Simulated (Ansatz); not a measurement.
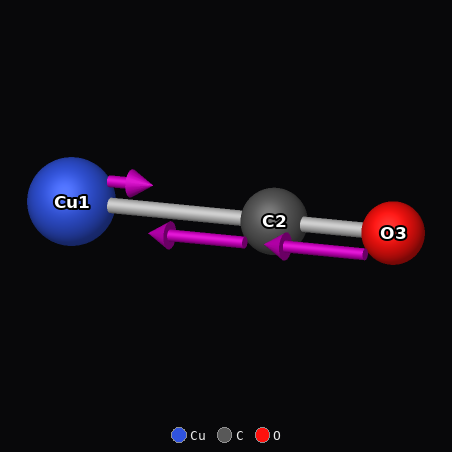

The arrows show one normal mode. Charge +1, singlet. Harmonic vibrations computed with RKS PBE0-D4/def2-TZVP (Ansatz 0.2.0) at a stationary point of the same level.

Q: Describe the motion.

A: Mostly C–Cu stretching.

Q: Estimate its harmonic wavenumber.

A: 362 cm⁻¹; it is mode 3 of 4 counted from the lowest.
